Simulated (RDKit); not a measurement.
## C$_{2}$H$_{6}$Si$_{2}$: property calculation

C$_{2}$H$_{6}$Si$_{2}$, computed with EHT (RDKit 2026.09.1).

The geometry comes from this level: GFN2-xTB.

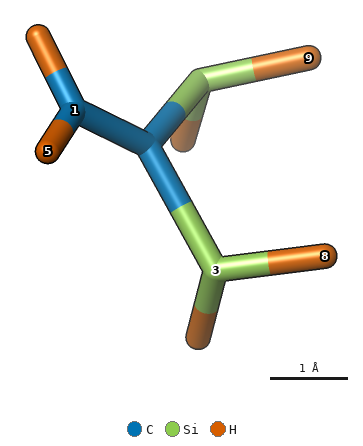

The structure as given in the input (stick view, seen at a tilt; atoms are numbered from 1 in the order of the input).

### Key numbers

| quantity | value |
| --- | --- |
| outcome | converged |
| total energy | −13.379955 hartree |
| HOMO | −9.67 eV |
| LUMO | −8.54 eV |
| hardware | 1 thread of Arm Neoverse V1, 24 GiB of memory available, shared host |
| peak memory | 0.072 GiB |

### The input (run.py)
```python
# eht eht with RDKit
import json
import numpy as np
from rdkit import Chem
from rdkit.Chem import AllChem
from rdkit.Chem import rdDetermineBonds
from rdkit.Chem import rdEHTTools

m = Chem.MolFromXYZFile("mol.xyz")
symbols = [a.GetSymbol() for a in m.GetAtoms()]
start = m.GetConformer().GetPositions().copy()

ok, res = rdEHTTools.RunMol(m, keepOverlapAndHamiltonianMatrices=True)
if not ok:
    raise RuntimeError("the extended Hueckel run failed")
eps = np.array(res.GetOrbitalEnergies())
nel = res.numElectrons
homo = (nel + 1) // 2 - 1
print(f"{res.numOrbitals} orbitals, {nel} valence electrons, sum of one-electron energies {res.totalEnergy:.4f} eV")
for i in range(max(0, homo - 5), min(len(eps), homo + 4)):
    print(f"{i + 1:4d} {eps[i]:10.4f} eV", "(HOMO)" if i == homo else "(LUMO)" if i == homo + 1 else "")
q = np.array(res.GetAtomicCharges())
print("Mulliken charges:", " ".join(f"{a}{i + 1}={c:+.3f}" for i, (a, c) in enumerate(zip(symbols, q))))
op = res.GetReducedOverlapPopulationMatrix()
pairs = [(k, i, op[i * (i + 1) // 2 + k]) for i in range(len(symbols)) for k in range(i) if abs(op[i * (i + 1) // 2 + k]) > 0.1]
print("reduced overlap populations above 0.1")
for k, i, p in pairs:
    print(f"  {symbols[k]}{k + 1}-{symbols[i]}{i + 1} {p:7.3f}")
json.dump(dict(symbols=symbols, start=start.tolist(), energy=res.totalEnergy * 23.060548, homo=eps[homo], lumo=eps[homo + 1] if homo + 1 < len(eps) else None, orbital_energies=eps.round(4).tolist(), charges_mulliken=q.tolist(), bond_orders=[[k + 1, i + 1, round(p, 4)] for k, i, p in pairs], nel=nel), open("results.json", "w"))
```

### File mol.xyz
```
10

C     -1.510950     0.740280    -0.687270
C     -0.407700     0.200960    -0.186380
Si     0.326490    -1.468050    -0.637440
Si     0.719240     0.959360     1.111700
H     -2.111030     0.240110    -1.434180
H     -1.872560     1.710190    -0.376790
H      1.656280    -1.345550    -1.230280
H      0.363490    -2.381840     0.501870
H      0.766170     0.159960     2.334220
H      2.070570     1.184580     0.604550
```

Run as:
```bash
python run.py
```

### Output
```
22 orbitals, 22 valence electrons, sum of one-electron energies -364.0871 eV
   6   -15.2264 eV
   7   -14.8463 eV
   8   -13.8928 eV
   9   -13.1378 eV
  10   -12.7036 eV
  11    -9.6662 eV (HOMO)
  12    -8.5449 eV (LUMO)
  13    -8.2162 eV
  14     3.2904 eV
Mulliken charges: C1=-0.090 C2=-0.369 Si3=+0.565 Si4=+0.555 H5=+0.025 H6=+0.025 H7=-0.177 H8=-0.177 H9=-0.178 H10=-0.178
reduced overlap populations above 0.1
  C1-C2   1.311
  C2-Si3   0.682
  C2-Si4   0.681
  Si3-Si4   0.158
  C1-H5   0.802
  C1-H6   0.802
  Si3-H7   0.744
  Si3-H8   0.744
  Si4-H9   0.743
  Si4-H10   0.744
```

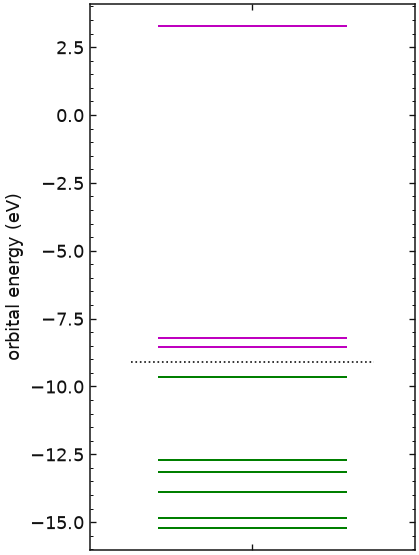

Orbital energies near the frontier; the dotted line parts filled from empty levels, and levels within 0.02 eV of each other stand side by side. Highest filled −9.67 eV, lowest empty −8.54 eV, 1.13 eV apart.

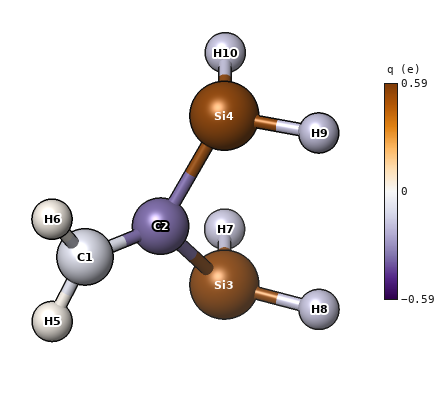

Mulliken charges, as the colour of each atom (ball-and-stick view, seen at a tilt; atoms are numbered from 1 in the order of the input). By element: C −0.37 to −0.09, Si +0.55 to +0.57 and H −0.18 to +0.02 e.
